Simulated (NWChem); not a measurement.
**BNH2BrF (SMILES NB(F)Br) at 3 levels**

We compute a comparison of 3 runs (HF/STO-3G, HF/3-21G, B3LYP/6-31G*) of BNH2BrF. 

The results are computed with NWChem 7.3.0.

## 1. The system as given

BNH2BrF has 6 atoms, charge 0, and is taken as a singlet. SMILES: `NB(F)Br`. The coordinates come from a PBE0-D4/def2-TZVP relaxation.

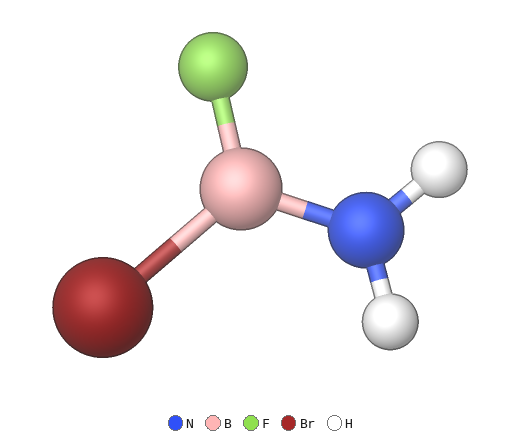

The structure, seen from a chosen angle (nitrogen blue, boron pink, fluorine green, bromine red, hydrogen white).

## 2. Energy and gradient at HF/STO-3G (run 1)

File calc.nw:

```
start calc
title "BBrFH2N hf"
memory total 2200 mb

geometry noautosym nocenter noautoz
N      0.051400     0.776500     0.110600
B      0.041900    -0.607000     0.035200
F      0.559500    -1.347200     1.006100
Br    -0.726000    -1.512100    -1.487700
H     -0.332500     1.362900    -0.607500
H      0.447700     1.262900     0.897000
end

basis spherical bse
* library STO-3G
end

scf
thresh 1e-08
maxiter 80
print medium
end

task scf gradient
```

Run with:

```sh
$ nwchem calc.nw > calc.out
```

Log:

```text
[...]
  functions       =    35
[...]
  wavefunction    = RHF
[...]
         Total SCF energy =  -2722.128283209011
      One-electron energy =  -4251.677924065233
      Two-electron energy =   1307.679925693568
 Nuclear repulsion energy =    221.869715162653
        Time for solution =      1.2s
[...]
                         RHF ENERGY GRADIENTS
    atom               coordinates                        gradient
                 x          y          z           x          y          z
   1 N       0.097132   1.467372   0.209004    0.000105   0.016020   0.000863
   2 B       0.079180  -1.147064   0.066518   -0.003290   0.022773  -0.005434
   3 F       1.057302  -2.545839   1.901253    0.006275  -0.011926   0.011660
   4 Br     -1.371941  -2.857455  -2.811345   -0.003384  -0.006643  -0.006824
   5 H      -0.628334   2.575508  -1.148009    0.004478  -0.011134   0.008211
   6 H       0.846030   2.386535   1.695084   -0.004184  -0.009091  -0.008476
[...]
```

It took 2.5 s on 1 thread of AMD EPYC 9R45 (Zen 5), shared host; peak memory 0.1 GiB.

## 3. Energy and gradient at HF/3-21G (run 2)

File job.nw:

```
start job
title "BBrFH2N gradient"
memory total 2200 mb
charge 0

geometry noautosym nocenter noautoz
N      0.051400     0.776500     0.110600
B      0.041900    -0.607000     0.035200
F      0.559500    -1.347200     1.006100
Br    -0.726000    -1.512100    -1.487700
H     -0.332500     1.362900    -0.607500
H      0.447700     1.262900     0.897000
end

basis spherical bse
N library 3-21G
B library 3-21G
F library 3-21G
Br library 3-21G
H library 3-21G
end

scf
singlet
rhf
thresh 1e-08
maxiter 80
end

task scf gradient
```

Run with:

```sh
$ nwchem job.nw > job.out
```

Log:

```text
[...]
  functions       =    53
[...]
  wavefunction    = RHF
[...]
         Total SCF energy =  -2738.962656864126
      One-electron energy =  -4259.690791514737
      Two-electron energy =   1298.858419487958
 Nuclear repulsion energy =    221.869715162653
        Time for solution =      1.3s
[...]
                         RHF ENERGY GRADIENTS
    atom               coordinates                        gradient
                 x          y          z           x          y          z
   1 N       0.097132   1.467372   0.209004    0.000666  -0.010563   0.000848
   2 B       0.079180  -1.147064   0.066518    0.003590  -0.014043   0.006362
   3 F       1.057302  -2.545839   1.901253   -0.010201   0.013608  -0.019165
   4 Br     -1.371941  -2.857455  -2.811345    0.006223   0.006775   0.012314
   5 H      -0.628334   2.575508  -1.148009   -0.001981   0.001709  -0.003748
   6 H       0.846030   2.386535   1.695084    0.001703   0.002515   0.003389
[...]
```

Wall time 2.6 s (1 thread of AMD EPYC 9R45 (Zen 5), shared host); peak memory 0.1 GiB.

## 4. Energy and forces at B3LYP/6-31G(d) (Cartesian functions) (run 3)

File calc.nw:

```
start calc
title "BBrFH2N gradient"
memory total 2200 mb

geometry noautosym nocenter noautoz
 N     0.051400    0.776500    0.110600
 B     0.041900   -0.607000    0.035200
 F     0.559500   -1.347200    1.006100
 Br   -0.726000   -1.512100   -1.487700
 H    -0.332500    1.362900   -0.607500
 H     0.447700    1.262900    0.897000
end

basis
 N library 6-31G*
 B library 6-31G*
 F library 6-31G*
 Br library 6-31G*
 H library 6-31G*
end

dft
 xc b3lyp
 grid xfine
 convergence energy 1e-08
 iterations 100
 mulliken
end

task dft gradient
```

Run with:

```sh
$ nwchem calc.nw > calc.out
```

Log:

```text
[...]
          Wavefunction type:  closed shell.
          No. of atoms     :     6
          No. of electrons :    58
[...]
          Charge           :     0
          Spin multiplicity:     1
[...]
          AO basis - number of functions:    84
[...]
              XC Information
              --------------
                         B3LYP Method XC Potential
                     Hartree-Fock (Exact) Exchange  0.200
                        Slater Exchange Functional  0.800 local
                    Becke 1988 Exchange Functional  0.720 non-local
              Lee-Yang-Parr Correlation Functional  0.810
                  VWN I RPA Correlation Functional  0.190 local
[...]
 d= 0,ls=0.0,diis     1  -2754.5924534555 -2.98D+03  1.28D-02  1.86D+00     1.6
[...]
 d= 0,ls=0.0,diis    10  -2754.6733281362 -1.86D-09  3.33D-07  2.19D-09    12.6
         Total DFT energy =    -2754.673328136226
      One electron energy =    -4272.262521891195
           Coulomb energy =     1409.310776351792
    Exchange-Corr. energy =     -113.591297759476
 Nuclear repulsion energy =      221.869715162653
[...]
  wavefunction    = closed shell
                         DFT ENERGY GRADIENTS
    atom               coordinates                        gradient
                 x          y          z           x          y          z
   1 N       0.097132   1.467372   0.209004    0.000686  -0.000735   0.001297
   2 B       0.079180  -1.147064   0.066518   -0.001981   0.000233  -0.003831
   3 F       1.057302  -2.545839   1.901253   -0.002020   0.003033  -0.003773
   4 Br     -1.371941  -2.857455  -2.811345    0.003452   0.003535   0.006820
   5 H      -0.628334   2.575508  -1.148009    0.001632  -0.003642   0.003016
   6 H       0.846030   2.386535   1.695084   -0.001769  -0.002424  -0.003529
[...]
```

Wall time 19 s (1 thread of AMD EPYC 9R45 (Zen 5), shared host); peak memory 0.13 GiB.

## 5. The series

| run | level | Cartesian functions | iteration cap | energy (Eh) | dipole moment (D) | HOMO energy (eV) | LUMO energy (eV) | wall time |
| --- | --- | --- | --- | --- | --- | --- | --- | --- |
| 1 | HF/STO-3G | no | 80 | -2722.128283 | 2.85 | -8.42 | 9.06 | 2.5 s |
| 2 | HF/3-21G | no | 80 | -2738.962657 | 3.51 | -11.04 | 5.33 | 2.6 s |
| 3 | B3LYP/6-31G* (Cartesian functions) | yes | 100 | -2754.673328 | 3.10 | -7.75 | 1.02 | 19 s |

## 6. Results

```
                       quantity           value
            run 3: total energy  -2754.67333 Eh
           run 3: dipole moment          3.10 D
             run 3: HOMO energy        -7.75 eV
             run 3: LUMO energy         1.02 eV
           run 3: HOMO–LUMO gap         8.78 eV
run 3: largest force on an atom      0.433 eV/Å
```

**Reading.** The dipole moment (its size) runs from 2.85 D (HF/STO-3G) to 3.51 D (HF/3-21G). The HOMO–LUMO gap runs from 8.78 eV (B3LYP/6-31G*) to 17.48 eV (HF/STO-3G). The two ends differ in method and basis. In run 1 the basis is minimal, so the values are rough. All runs together took 24 s, the longest 19 s.
